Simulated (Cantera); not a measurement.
Input: 1 mol SiO2, 0.83 mol MgCl2, a varied amount of O2, held at 1252 °C and 16.0 mbar.

Method: chemical equilibrium by Gibbs-energy minimisation in Cantera with the NASA 1993 tables (ideal gas, pure condensed phases). Candidate condensed phases: Mg, MgCl2, MgO, MgSiO3, Mg2SiO4, Si, SiO2; 20 gas species. Mutual solubility and eutectic melting of coexisting phases are not modelled. The tables hold silica as quartz up to 1696 K and as liquid above; real silica turns to tridymite and cristobalite and melts near 1996 K. Condensed phases not in the tables: alloys, solid solutions and most ternary compounds. Equilibrium is a limit: real reactors are often held back by kinetics, nucleation or transport.

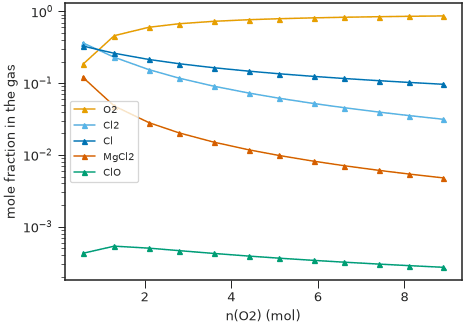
Figure: Equilibrium gas composition (values under 1e-9 drawn at 1e-9)

From 0.57 mol O2 to 8.9 mol O2 the condensed part is MgSiO3(s) + SiO2(β-quartz).
